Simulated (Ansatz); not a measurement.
```
Pb Au
1.0
     6.14869    0.00000    0.00000
     0.00000    6.14869    0.00000
     0.00000    0.00000    6.00425
Pb Au
5 1
Direct
  0.00000 0.00000 0.50000
  0.50000 0.00000 0.50000
  0.00000 0.50000 0.50000
  0.50000 0.50000 0.24810
  0.50000 0.50000 0.75190
  0.00000 0.00000 0.00000
```

Space group P4/mmm; a structure generated by program, which may or may not match a known phase; computed without spin polarisation.

Level of theory: Ansatz 0.2.0, DFT PBE, scalar-relativistic, plane waves, PAW.

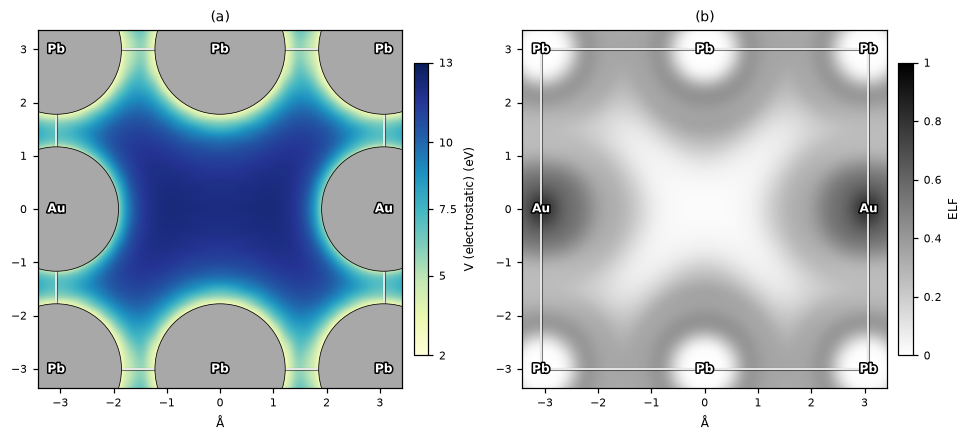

Pb₅Au. (a) electrostatic potential (local pseudopotential plus Hartree) felt by an electron; (b) ELF on the (100) plane of the conventional cell. Grey discs cover the atomic cores in the potential map.

Core electrons are frozen (PAW), and the valence fields are smoothed inside the atomic spheres.

Q: What do the fields say about this system?

A: The section cuts through Pb and Au sites. Pb–Au (3.00 Å): the ELF is about 0.25 at the midpoint: no localised pair shows between them. Pb–Pb (3.07 Å): the ELF is about 0.35 at the midpoint. The features right at Au lie inside the PAW spheres, where the map follows smoothed inner orbitals and isn't to be read closely. Outside the cores the potential energy rises away from the atoms and is highest about 2.2 Å from the nearest atoms; its zero is arbitrary.
